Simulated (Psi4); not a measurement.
# GaHF2 (SMILES [F][GaH][F]): a chain of runs, part 2 of 2

Psi4 1.11. The steps go on from the part before.

### Step 3. A structure relaxation at PBE0-D4/def2-TZVP (density fitting) (run 2)

f2gah.dat reads:

```
memory 3.3 GB

molecule {
  0 1
  F     -1.024436    -0.473671     1.258581
  Ga    -0.026617     0.053009    -0.090881
  F      1.676548    -0.291343     0.180739
  H     -0.583063     0.738259    -1.365662
  units angstrom
  symmetry c1
}

set globals {
  basis                   def2-TZVP
  scf_type                df
  geom_maxiter            50
  max_force_g_convergence 0.0002
}

e_tot, wfn = optimize("pbe0-d4", return_wfn=True)
print_variables()
```

On the command line:

```
$ psi4 f2gah.dat f2gah.out -n 2
```

f2gah.out:

```text
Psi4 1.11 release

gradient() will perform analytic gradient computation.

   => Loading Basis Set <=

    Name: DEF2-TZVP
    Role: ORBITAL
    Keyword: BASIS

   => PBE0-D4(BJ,EEQ)ATM: Empirical Dispersion <=

        a1 =       0.400856
        a2 =       5.029288
       alp =      16.000000
        s6 =       1.000000
        s8 =       1.200655
        s9 =       1.000000
        ga =       3.000000
        gc =       2.000000
        wf =       6.000000

         ---------------------------------------------------------
                                   SCF
                              RKS Reference
                        2 Threads,   3147 MiB Core
         ---------------------------------------------------------

  ==> Geometry <==

    Molecular point group: c1
    Full point group: C1

    Geometry (in Angstrom), charge = 0, multiplicity = 1:

       Center              X                  Y                   Z               Mass
    ------------   -----------------  -----------------  -----------------  -----------------
         F           -1.116781504391    -0.379755373838     1.076014791850    18.998403162730
         GA          -0.118962504391     0.146924626162    -0.273447208150    68.925573500000
         F            1.584202495609    -0.197427373838    -0.001827208150    18.998403162730
         H           -0.675408504391     0.832174626162    -1.548228208150     1.007825032230

  Running in c1 symmetry.

  Rotational constants: A =      0.61543  B =      0.20902  C =      0.15603 [cm^-1]
  Rotational constants: A =  18450.23412  B =   6266.23925  C =   4677.59213 [MHz]
  Nuclear repulsion =  196.428428891629153

  Charge       = 0
  Multiplicity = 1
  Electrons    = 50
  Nalpha       = 25
  Nbeta        = 25

  ==> Algorithm <==

  SCF Algorithm Type is DF.
  DIIS enabled.
  MOM disabled.
  Fractional occupation disabled.
  Guess Type is SAD.
  Energy threshold   = 1.00e-08
  Density threshold  = 1.00e-08
  Integral threshold = 1.00e-12

  ==> Primary Basis <==

  Basis Set: DEF2-TZVP
    Blend: DEF2-TZVP
    Number of shells: 42
    Number of basis functions: 116
    Number of Cartesian functions: 133
    Spherical Harmonics?: true
    Max angular momentum: 3

  ==> DFT Potential <==

   => LibXC <=

    Version 7.1.2

   => Composite Functional: PBE0-D4BJEEQATM <=

    PBE0-d4bjeeqatm Hyb-GGA Exchange-Correlation Functional

    Deriv               =              1
    GGA                 =           TRUE
    Meta                =          FALSE

    Exchange Hybrid     =           TRUE
    MP2 Hybrid          =          FALSE

   => Exchange Functionals <=

    0.7500   Perdew, Burke & Ernzerhof

   => Exact (HF) Exchange <=

    0.2500               HF

   => Correlation Functionals <=

    1.0000   Perdew, Burke & Ernzerhof

   => LibXC Density Thresholds  <==

    XC_HYB_GGA_XC_PBEH:  1.00E-15

   => Molecular Quadrature <=

    Radial Scheme          =       TREUTLER
    Pruning Scheme         =           NONE
    Nuclear Scheme         =       TREUTLER

    Blocking Scheme        =         OCTREE
    BS radius alpha        =              1
    Pruning alpha          =              1
    Radial Points          =             75
    Spherical Points       =            302
    Total Points           =          87414
    Total Blocks           =            709
    Max Points             =            256
    Max Functions          =            114
    Weights Tolerance      =       1.00E-15

   => Loading Basis Set <=

    Name: (DEF2-TZVP AUX)
    Role: JKFIT
    Keyword: DF_BASIS_SCF

  ==> Integral Setup <==

  DFHelper Memory: AOs need 0.047 GiB; user supplied 2.090 GiB.
  SCF_SUBTYPE=INCORE selected. In-core MEM_DF algorithm will be used.
  Using in-core AOs.

  ==> MemDFJK: Density-Fitted J/K Matrices <==

    J tasked:                   Yes
    K tasked:                   Yes
    wK tasked:                   No
    Memory [MiB]:              2140
    Algorithm:                 Core
    Schwarz Cutoff:           1E-12
    Mask sparsity (%):       3.1510
    Fitting Condition:        1E-10

   => Auxiliary Basis Set <=

  Basis Set: (DEF2-TZVP AUX)
    Blend: DEF2-UNIVERSAL-JKFIT
    Number of shells: 116
    Number of basis functions: 438
    Number of Cartesian functions: 577
    Spherical Harmonics?: true
    Max angular momentum: 5

  Cached 100.0% of DFT collocation blocks in 0.215 [GiB].

  Minimum eigenvalue in the overlap matrix is 7.0389077480E-03.
  Reciprocal condition number of the overlap matrix is 1.6482873832E-03.
    Using symmetric orthogonalization.

  ==> Pre-Iterations <==

  SCF Guess: Superposition of Atomic Densities via on-the-fly atomic UHF (no occupation information).

   -------------------------
    Irrep   Nso     Nmo
   -------------------------
     A        116     116
   -------------------------
    Total     116     116
   -------------------------

  ==> Iterations <==

                           Total Energy        Delta E     RMS |[F,P]|

[... 1 line left out ...]
   @DF-RKS iter   1: -2123.05302667242267   -1.81033e+00   2.76843e-02 DIIS/ADIIS
[... 1 line left out ...]
   @DF-RKS iter   3: -2123.07955327392710   -3.58896e+01   3.13288e-02 DIIS/ADIIS
[... 1 line left out ...]
   @DF-RKS iter   5: -2124.86522944997660   -2.93680e-03   4.43120e-04 DIIS/ADIIS
[... 1 line left out ...]
   @DF-RKS iter   7: -2124.86605529977396   -1.87634e-04   1.98969e-05 DIIS
[... 1 line left out ...]
   @DF-RKS iter   9: -2124.86605671010420   -3.98882e-08   4.63124e-07 DIIS
[... 1 line left out ...]
   @DF-RKS iter  11: -2124.86605671110692   -2.13731e-11   6.17215e-08 DIIS
[... 1 line left out ...]
  Energy and wave function converged.
[... 33 lines left out ...]
  @DF-RKS Final Energy: -2124.86605671112056
[... 4 lines left out ...]
    One-Electron Energy =               -3355.5861661940425620
[... 1 line left out ...]
    DFT Exchange-Correlation Energy =     -72.5095478465073029
[... 1 line left out ...]
    VV10 Nonlocal Energy =                  0.0000000000000000
[... 15 lines left out ...]
 Dipole X            :         -0.0724476           -0.2956613           -0.3681089
[... 1 line left out ...]
 Dipole Z            :         -0.1730902           -0.6753946           -0.8484847
[... 118 lines left out ...]
	                                 ==> Convergence Check <==
[... 6 lines left out ...]
	   Step    Total Energy     Delta E     Max Force     RMS Force      Max Disp      RMS Disp   ~
[... 79 lines left out ...]
    Weights Tolerance      =       1.00E-15
[... 58 lines left out ...]
   @DF-RKS iter   0: -2124.87888638371305   -2.12488e+03   5.46861e-04
[... 1 line left out ...]
   @DF-RKS iter   2: -2124.86645298649501   -2.54687e-06   7.21451e-05 DIIS
[... 1 line left out ...]
   @DF-RKS iter   4: -2124.86647115326105   -1.53573e-06   2.78374e-06 DIIS
[... 1 line left out ...]
   @DF-RKS iter   6: -2124.86647118334758   -1.32331e-10   1.39974e-07 DIIS
[... 1 line left out ...]
   @DF-RKS iter   8: -2124.86647118341943   -5.45697e-12   1.43065e-08 DIIS
[... 1 line left out ...]
  Energy and wave function converged.
[... 12 lines left out ...]
  @DF-RKS Final Energy: -2124.86647118341807
[... 4 lines left out ...]
    One-Electron Energy =               -3359.7375420647140345
[... 1 line left out ...]
    DFT Exchange-Correlation Energy =     -72.5216465198228093
[... 1 line left out ...]
    VV10 Nonlocal Energy =                  0.0000000000000000
[... 15 lines left out ...]
 Dipole X            :         -0.0654997           -0.2919815           -0.3574812
[... 1 line left out ...]
 Dipole Z            :         -0.1545946           -0.6680335           -0.8226281
[... 87 lines left out ...]
	                                 ==> Convergence Check <==
[... 6 lines left out ...]
	   Step    Total Energy     Delta E     Max Force     RMS Force      Max Disp      RMS Disp
[... 68 lines left out ...]
    Weights Tolerance      =       1.00E-15
[... 32 lines left out ...]
   @DF-RKS iter   0: -2124.86669486999244   -2.12487e+03   7.04813e-05
[... 1 line left out ...]
   @DF-RKS iter   2: -2124.86647057168921    8.66185e-08   9.41969e-06 DIIS
[... 1 line left out ...]
   @DF-RKS iter   4: -2124.86647092824978   -5.96128e-09   1.75107e-07 DIIS
[... 1 line left out ...]
   @DF-RKS iter   6: -2124.86647092842441   -2.41016e-11   2.53767e-08 DIIS
[... 1 line left out ...]
  Energy and wave function converged.
[... 33 lines left out ...]
  @DF-RKS Final Energy: -2124.86647092842759
[... 4 lines left out ...]
    One-Electron Energy =               -3359.9489232629575781
[... 1 line left out ...]
    DFT Exchange-Correlation Energy =     -72.5219526021684544
[... 1 line left out ...]
    VV10 Nonlocal Energy =                  0.0000000000000000
[... 15 lines left out ...]
 Dipole X            :         -0.0662115           -0.2916996           -0.3579112
[... 1 line left out ...]
 Dipole Z            :         -0.1572541           -0.6669779           -0.8242320
[... 24 lines left out ...]
  Nuclear repulsion =  198.586961699419419

   => Molecular Quadrature <=

    Radial Scheme          =       TREUTLER
    Pruning Scheme         =           NONE
    Nuclear Scheme         =       TREUTLER

    Blocking Scheme        =         OCTREE
    BS radius alpha        =              1
    Pruning alpha          =              1
    Radial Points          =             75
    Spherical Points       =            302
    Total Points           =          87410
    Total Blocks           =            706
    Max Points             =            256
    Max Functions          =            114
    Weights Tolerance      =       1.00E-15

  -Total Gradient:
     Atom            X                  Y                   Z
    ------   -----------------  -----------------  -----------------
       1        0.000037754750     0.000078881137     0.000054371935
       2        0.000072208753    -0.000375626482     0.000034534505
       3       -0.000010588485     0.000072703155     0.000079675574
       4        0.000005358898     0.000100227761     0.000072542611

	total time  =          5 seconds =       0.08 minutes

    			-----------------------------------------

    			 OPTKING 3.0: for geometry optimizations

    			        with contributions from

    			-----------------------------------------

	                            ===> Fragment 1 <==

	 Z (Atomic Numbers)          Masses                          Geom
	       9.000000            18.998403         -2.08487854 -0.70683686  2.01356159
	      31.000000            68.925573         -0.22297857  0.27287185 -0.51252660
	       9.000000            18.998403          2.96083566 -0.36597112 -0.00048946
	       1.000000             1.007825         -1.26297818  1.56157052 -2.89630248

	 - Coordinate -           - BOHR/RAD -       - ANG/DEG -
	 R(1,2)           =         3.287495           1.739667
	 R(2,3)           =         3.287396           1.739615
	 R(2,4)           =         2.902539           1.535957
[... 5 lines of this table left out ...]
	 O(4,2,1,3)       =         0.005683           0.325628

	        --- Internal Coordinate Step in ANG or DEG, aJ/ANG or AJ/DEG ---
	-------------------------------------------------------------------------------
	           Coordinate      Previous         Force          Change          New
	           ----------      --------        ------          ------        ------
	               R(1,2)       1.73967        0.00036       -0.00197       1.73770
	               R(2,3)       1.73962        0.00043       -0.00183       1.73778
	               R(2,4)       1.53596       -0.00046        0.00711       1.54307
[... 5 lines of this table left out ...]
	           O(4,2,1,3)       0.32563       -0.00001       -2.62879      -2.30317
	-------------------------------------------------------------------------------

	                                 ==> Convergence Check <==

	Measures of convergence in internal coordinates in au.

	Criteria marked as inactive (o), active & met (*), and active & unmet ( ).

	----------------------------------------------------------------------------------------------
	   Step    Total Energy     Delta E     Max Force     RMS Force      Max Disp      RMS Disp
	----------------------------------------------------------------------------------------------
	  Convergence Criteria              o    2.00e-04 *             o             o             o
	----------------------------------------------------------------------------------------------
	     3   -2124.86647093    2.55e-07 o    1.13e-04 *    7.33e-05 o    5.15e-02 o    2.91e-02 o  ~
	----------------------------------------------------------------------------------------------

Next Geometry in Ang
	Fragment 1 (Ang)

	    F  -1.1005861312  -0.3804820986   1.0636639125
	   Ga  -0.1154813529   0.1620739116  -0.2610268122
	    F   1.5640325252  -0.2002118081  -0.0004947454
	    H  -0.6707629435   0.8216595581  -1.5407451236

    Final optimized geometry and variables:
    Molecular point group: c1
    Full point group: C1

    Geometry (in Angstrom), charge = 0, multiplicity = 1:

    F           -1.103270208942    -0.374041957720     1.065530906348
    GA          -0.117995175094     0.144397563229    -0.271217396829
    F            1.566806753921    -0.193663574876    -0.000259009128
    H           -0.668339272249     0.826347532319    -1.532657269133

  Variable Map:
  ----------------------------------------------------------------------------
  "CURRENT ENERGY"                                  =>   -2124.866470928428
  "CURRENT REFERENCE ENERGY"                        =>   -2124.866470928428
  "DD SOLVATION ENERGY"                             =>       0.000000000000
  "DFT FUNCTIONAL TOTAL ENERGY"                     =>   -2124.865075354838
  "DFT TOTAL ENERGY"                                =>   -2124.866470928428
  "DFT VV10 ENERGY"                                 =>       0.000000000000
  "DFT XC ENERGY"                                   =>     -72.521952602168
  "DISPERSION CORRECTION ENERGY"                    =>      -0.001395573590
  "GRID ELECTRONS ALPHA"                            =>      24.999963638469
  "GRID ELECTRONS BETA"                             =>      24.999963638469
  "GRID ELECTRONS TOTAL"                            =>      49.999927276937
  "NUCLEAR REPULSION ENERGY"                        =>     198.586961699419
  "ONE-ELECTRON ENERGY"                             =>   -3359.948923262958
  "OPTIMIZATION ITERATIONS"                         =>       3.000000000000
  "PBE0-D4(BJ,EEQ)ATM DISPERSION CORRECTION ENERGY" =>      -0.001395573590
  "PCM POLARIZATION ENERGY"                         =>       0.000000000000
  "PE ENERGY"                                       =>       0.000000000000
  "SCF ITERATION ENERGY"                            =>   -2124.866470928428
  "SCF ITERATIONS"                                  =>       7.000000000000
  "SCF TOTAL ENERGY"                                =>   -2124.866470928428
  "TWO-ELECTRON ENERGY"                             =>    1109.018838810868
  "XC GRID RADIAL POINTS"                           =>      75.000000000000
  "XC GRID SPHERICAL POINTS"                        =>     302.000000000000
  "XC GRID TOTAL POINTS"                            =>   87410.000000000000

  Array Variable Map:
  ----------------------------------------------------------------------------
  "-D GRADIENT"                                     =>      -0.000052585240 ... -0.000050447621 4 by 3
  "CURRENT DIPOLE"                                  =>      -0.357911177093 ... -0.824232028297 1 by 3
  "CURRENT GRADIENT"                                =>       0.000037754750 ... 0.000072542611 4 by 3
  "DFT TOTAL GRADIENT"                              =>       0.000037754750 ... 0.000072542611 4 by 3
  "DISPERSION CORRECTION GRADIENT"                  =>      -0.000052585240 ... -0.000050447621 4 by 3
  "PBE0-D4(BJ,EEQ)ATM DISPERSION CORRECTION GRADIENT" =>      -0.000052585240 ... -0.000050447621 4 by 3
  "SCF DIPOLE"                                      =>      -0.357911177093 ... -0.824232028297 1 by 3
  "SCF TOTAL ENERGIES"                              =>   -2124.866694869992 ... -2124.866470928428 1 by 8
  "SCF TOTAL GRADIENT"                              =>       0.000037754750 ... 0.000072542611 4 by 3

    Psi4 run time: 0:01:07.74

[set-up sections that repeat, and orbital energies of the middle runs, are left out above]
```

Standard output:

```text
Optimizer: Optimization complete!
```

Wall time 72 s (2 threads of AMD EPYC (Zen 3), shared host); peak memory 0.59 GiB.

Steps, from the record of the run:

| step | energy from the first frame kept (eV) | largest force (eV/Å) |
| --- | --- | --- |
| 0 | 0.0000 | 0.5281 |
| 1 | -0.0113 | 0.0493 |
| 2 | -0.0113 | 0.0198 |

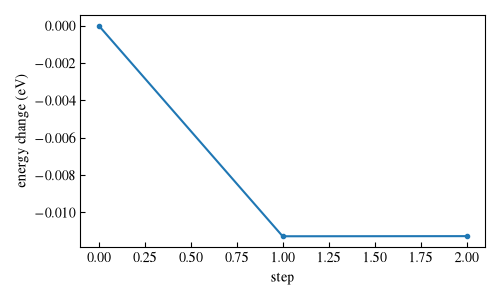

Energy along the run.

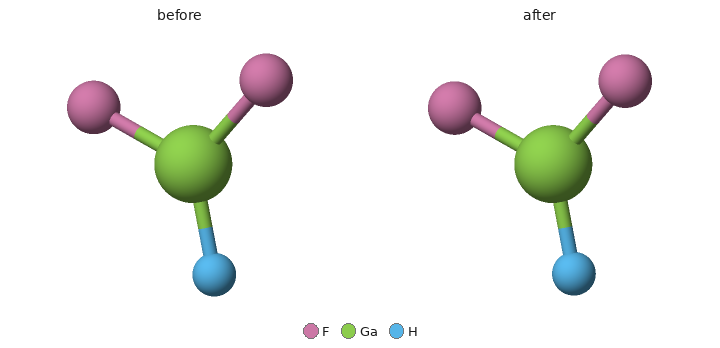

Before and after, at one scale.

After the run. Bond lengths: F1–Ga2 1.740 Å, Ga2–F3 1.740 Å, Ga2–H4 1.536 Å. Angles: F1–Ga2–F3 111.8°, F1–Ga2–H4 124.1°, F3–Ga2–H4 124.1°.

Runs 3 to 7 aren't shown in full; the table further down has their settings and results.

### Step 4. A single-point energy at wB97M-V/def2-TZVPP (density fitting) (run 8)

input.dat reads:

```
memory 3300 MB

molecule molecule1 {
  0 1
  F     -1.91037138    -0.88431246     2.35856151
  Ga    -0.04847148     0.09539715    -0.16752611
  F      3.13534288    -0.54344555     0.34451030
  H     -1.08847091     1.38409588    -2.55130223
  units au
  symmetry c1
}

set basis def2-TZVPP
set reference rks
set scf_type df
set dft_radial_points 99
set dft_spherical_points 590
set dft_vv10_postscf true

energy("wb97m-v")
```

On the command line:

```
$ psi4 -i input.dat -o output.dat -n 2
```

output.dat, shortened:

```text
[...]
  Running in c1 symmetry.
[...]
  Nuclear repulsion =  198.586966948964687
[...]
  Multiplicity = 1
[...]
  Nalpha       = 25
  Nbeta        = 25
[...]
    Number of basis functions: 124
[...]
   @DF-RKS iter   1: -2123.64682908322993   -2.15746e+00   2.54003e-02 DIIS/ADIIS
[...]
   @DF-RKS iter   9: -2125.36895322332339   -1.82932e-07   5.25376e-07 DIIS
[...]
  @DF-RKS Final Energy: -2125.15893755704656
   => Energetics <=
    Nuclear Repulsion Energy =            198.5869669489646867
    One-Electron Energy =               -3359.6366665599020962
    Two-Electron Energy =                1111.1674701626457136
    DFT Exchange-Correlation Energy =     -75.4870074400033815
    Empirical Dispersion Energy =           0.0000000000000000
    VV10 Nonlocal Energy =                  0.2102993312484945
    Total Energy =                      -2125.1589375570465563
[...]
```

It took 86 s on 2 threads of AMD EPYC (Zen 3), shared host; peak memory 1.9 GiB.

Run 9 isn't shown in full; the table further down has it.

### Step 5. The energy at MP2/def2-QZVPP (density fitting, density fitting for correlation) (run 10)

job.in reads:

```
memory 3.3 GB

molecule m {
  F
  Ga 1 1.739667
  F 2 1.739615 1 111.7722
  H 2 1.535957 3 124.14003 1 179.60659
  symmetry c1
}

set {
  basis           def2-QZVPP
  scf_type        df
  num_frozen_docc 11
}

energy_value = energy("mp2")
print_variables()
```

On the command line:

```
$ psi4 job.in job.out -n 2
```

job.out, shortened:

```text
[...]
  Running in c1 symmetry.
[...]
  Nuclear repulsion =  198.586996955397922
[...]
  Multiplicity = 1
[...]
  Nalpha       = 25
  Nbeta        = 25
[...]
    Number of basis functions: 233
[...]
   @DF-RHF iter   1: -2121.38277860181552   -3.19482e+00   1.42675e-02 ADIIS/DIIS
[...]
   @DF-RHF iter  11: -2122.93441852687920   -5.68434e-11   5.55867e-09 DIIS
[...]
  @DF-RHF Final Energy: -2122.93441852687920
   => Energetics <=
    Nuclear Repulsion Energy =            198.5869969553979217
    One-Electron Energy =               -3361.2457526731773214
    Two-Electron Energy =                1039.7243371909005418
    Total Energy =                      -2122.9344185268791989
[...]
```

Wall time 26 s (2 threads of AMD EPYC (Zen 3), shared host); peak memory 0.6 GiB.

### Step 6. Overview of the runs

| run | level | geom maxiter | max force g convergence | energy (Eh) | dipole moment (D) | HOMO energy (eV) | LUMO energy (eV) | wall time |
| --- | --- | --- | --- | --- | --- | --- | --- | --- |
| 1 | PBE-D4/def2-SVP (density fitting) | 60 | 0.0005 | -2124.327827 | 2.28 | -8.44 | -2.06 | 97 s |
| 2 | PBE0-D4/def2-TZVP (density fitting) | 50 | 0.0002 | -2124.866471 | 2.54 | -10.39 | -1.36 | 72 s |
| 3 | PBE0-D4/def2-TZVP (density fitting) | – | – | timeout | – | – | – | 5.6 min |
| 4 | PBE-D4/def2-TZVPP (density fitting) | – | – | -2124.830932 | 2.37 | -8.70 | -2.16 | 44 s |
| 5 | r2SCAN-D4/def2-TZVPP (density fitting) | – | – | -2125.220812 | 2.45 | -9.11 | -1.84 | 71 s |
| 6 | B3LYP-D4/def2-TZVPP (density fitting) | – | – | -2125.366428 | 2.54 | -10.17 | -1.71 | 43 s |
| 7 | PBE0-D4/def2-TZVPP (density fitting) | – | – | -2124.866792 | 2.54 | -10.39 | -1.37 | 42 s |
| 8 | wB97M-V/def2-TZVPP (density fitting) | – | – | -2125.158938 | 2.52 | -12.81 | 0.28 | 86 s |
| 9 | CCSD(T)/def2-TZVPP (density fitting, density fitting for correlation) | – | – | timeout | – | – | – | 3 min |
| 10 | MP2/def2-QZVPP (density fitting, density fitting for correlation) | – | – | -2123.957463 | – | -14.22 | 1.00 | 26 s |

### Step 7. Results

What follows sums up all 2 parts.

| quantity | value |
| --- | --- |
| run 10, MP2/def2-QZVPP: total energy | -2123.95746 Eh |
| run 10, MP2/def2-QZVPP: HOMO energy (Hartree–Fock orbitals) | -14.22 eV |
| run 10, MP2/def2-QZVPP: LUMO energy (Hartree–Fock orbitals) | 1.00 eV |
| run 10, MP2/def2-QZVPP: HOMO–LUMO gap (Hartree–Fock orbitals) | 15.22 eV |
| run 10, MP2/def2-QZVPP: correlation energy (11 core orbitals frozen) | -1023.0 mEh |

What this shows: Over runs 4, 5, 6, 7, 8 the dipole moment (its size) runs from 2.37 D (PBE-D4/def2-TZVPP) to 2.54 D (B3LYP-D4/def2-TZVPP). Over runs 4, 5, 6, 7, 8 the HOMO–LUMO gap runs from 6.53 eV (PBE-D4/def2-TZVPP) to 13.09 eV (wB97M-V/def2-TZVPP). Totals of different functionals can't be ranked against each other. All runs together took 17 min, the longest 5.6 min. 2 of the 10 runs did not end normally.
